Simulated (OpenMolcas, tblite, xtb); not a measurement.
# InCl3 (SMILES [Cl][In]([Cl])[Cl]): methods side by side

InCl3 has 4 atoms, charge 0, and is taken as a singlet. SMILES: `[Cl][In]([Cl])[Cl]`. The shape is that of a PBE0-D4/def2-TZVP optimisation.

Each level gives the electronic atomisation energy (eV). The values are calculated. Electronic energies at fixed atoms, without zero-point motion or spin-orbit coupling.

```tsv
level	kind	program	value (eV)	less CCSD(T)/def2-SVP
GFN2-xTB	semi-empirical	tblite	11.35	+2.01
GFN1-xTB	semi-empirical	xtb	14.30	+4.96
HF/def2-SVP (core potential)	Hartree–Fock	OpenMolcas	7.42	-1.92
SVWN5/def2-SVP (core potential)	LDA	OpenMolcas	11.78	+2.44
revPBE/def2-SVP (core potential)	GGA	OpenMolcas	9.60	+0.26
M06-L/def2-SVP (core potential)	meta-GGA	OpenMolcas	10.55	+1.21
B3LYP/def2-SVP (core potential)	global hybrid	OpenMolcas	9.47	+0.13
M06-2X/def2-SVP (core potential)	hybrid meta-GGA	OpenMolcas	10.25	+0.91
CCSD(T)/def2-SVP (core potential), open shells restricted	coupled cluster or CI	OpenMolcas	9.34	0.00
```

CCSD(T)/def2-SVP (core potential), open shells restricted is the highest level here, not the true value. The values span 7.42 to 14.30 eV. The xTB rows lack spin polarisation, so open shells miss the exchange term that lowers them. In the correlated wave-function rows the outer d shell of In is correlated, in sets not made for it.

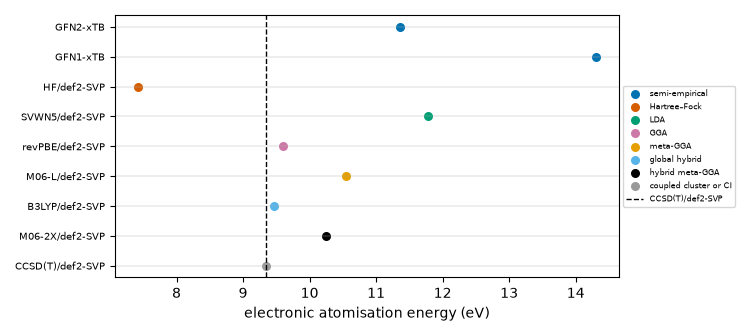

The values of the table, level by level.
